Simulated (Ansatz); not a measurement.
# C$_{4}$H$_{8}$FNSi: what the fields show

The calculation's input:

```
crystal:
  periodic: [false, false, false]
  atoms:
    - {symbol: C, position_ang: [0.533716, 0.721513, -2.683243]}
    - {symbol: C, position_ang: [2.243976, 1.035549, -0.079938]}
    - {symbol: C, position_ang: [1.305707, 1.572010, 1.009044]}
    - {symbol: C, position_ang: [-0.094587, 1.226278, 0.784862]}
    - {symbol: F, position_ang: [3.290863, 1.404377, -2.658039]}
    - {symbol: "N", position_ang: [-1.195797, 0.945444, 0.564777]}
    - {symbol: Si, position_ang: [1.901385, 1.643228, -1.832151]}
    - {symbol: H, position_ang: [-0.412225, 0.838280, -2.131388]}
    - {symbol: H, position_ang: [0.388145, 1.091939, -3.709344]}
    - {symbol: H, position_ang: [0.767634, -0.353337, -2.734641]}
    - {symbol: H, position_ang: [1.658287, 3.116663, -1.798513]}
    - {symbol: H, position_ang: [3.275261, 1.336534, 0.168260]}
    - {symbol: H, position_ang: [2.235768, -0.067242, -0.077679]}
    - {symbol: H, position_ang: [1.591987, 1.189424, 2.002512]}
    - {symbol: H, position_ang: [1.369655, 2.671430, 1.071593]}
basis:
  gaussian: {orbitals: def2-SVPD}
hamiltonian: {xc: pbe0}
output: {forces: true, orbitals: {seedname: orbitals}}
```

Command:

```sh
ansatz run input.yaml --threads 4 --pin off --max-ram 7830MiB --events-out events.jsonl --progress --plain --runs-dir runs
```

Geometry: PBE0-D3(BJ)/def2-SVP.

Theory: isolated molecule in a Gaussian basis; Kohn-Sham density functional theory, functional PBE0 in Ansatz 0.2.0.

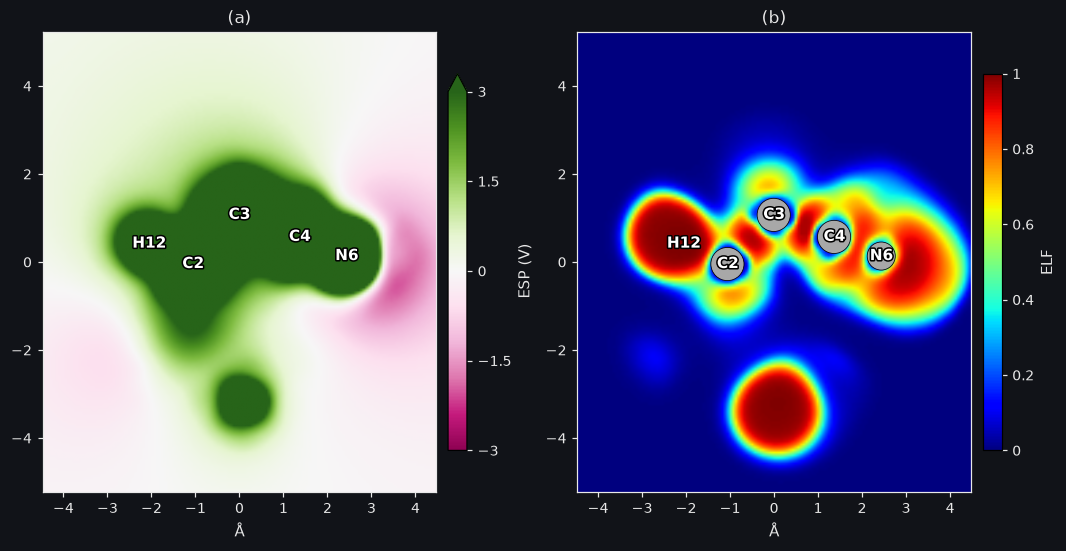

Figure 1. (a) molecular electrostatic potential; (b) ELF on the plane of atoms C2, C3 and C4. Grey discs cover the atomic cores in the ELF map.

Interpret the plot.

- The plane passes through C, N and H nuclei.
- C–N (1.16 Å): the ELF peaks at about 0.85 between the atoms: a multiple bond.
- C–C (1.46 Å): the ELF peaks at about 0.95 between the atoms, as expected for a covalent bond.
- C–H (1.10 Å): the ELF climbs to about 1 towards the hydrogen, as it does in any bond to H; a covalent bond by its length.
- C–C (1.53 Å): the ELF peaks at about 0.95 between the atoms (a covalent bond).
- The ELF also peaks beside N6, away from the bonds: lone-pair regions.
- Outside the dense part of the molecule the potential is most negative (−2.0 V) near N6.

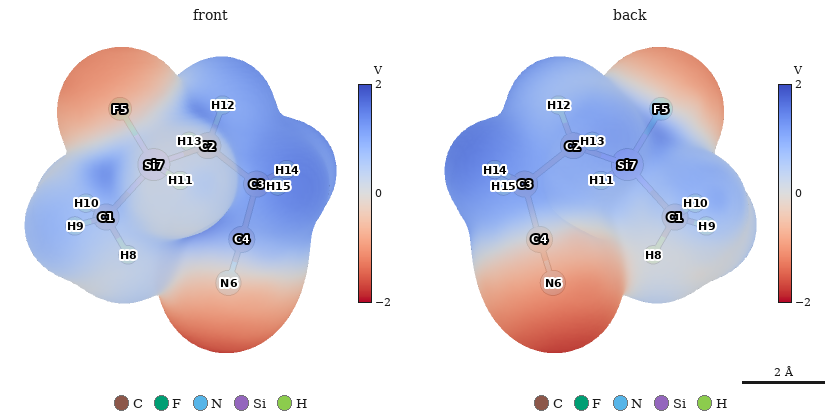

Figure 2. The electrostatic potential painted on the density surface at 0.002 e/bohr³, seen from the front and from behind; red is negative and blue positive.

Where is the surface potential most negative and most positive?

The most negative region (about −1.7 V) lies over N6, the most positive (about +1.5 V) over H14 and H15. N6 is the likeliest acceptor of a hydrogen bond.

How polar is the molecule by this calculation?

Its dipole moment is 2.44 D.

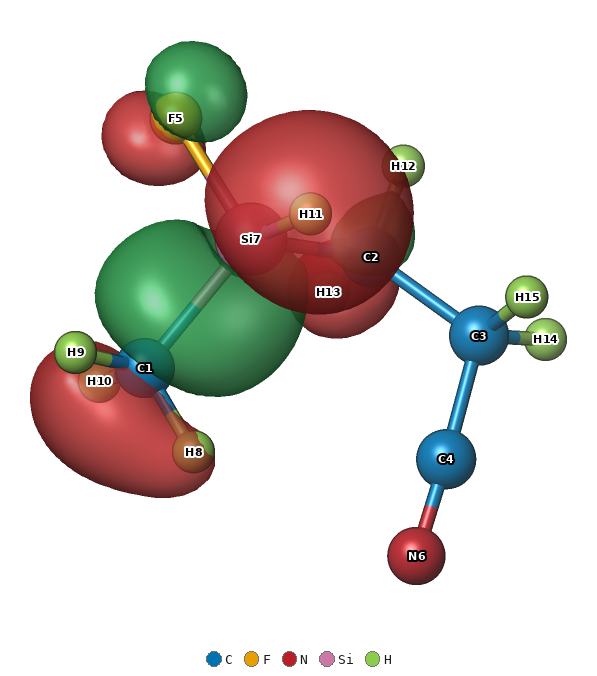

Figure 3. The HOMO−1 at ±0.1 Å⁻³ᐟ² (green and red are the two phases), seen at a tilt.

What is the character of this orbital?

Its weight (Hirshfeld) is mainly on Si7 (about 25 %), C1 (about 25 %), H11 (about 25 %) and F5 (about 10 %). Its energy is −9.28 eV.
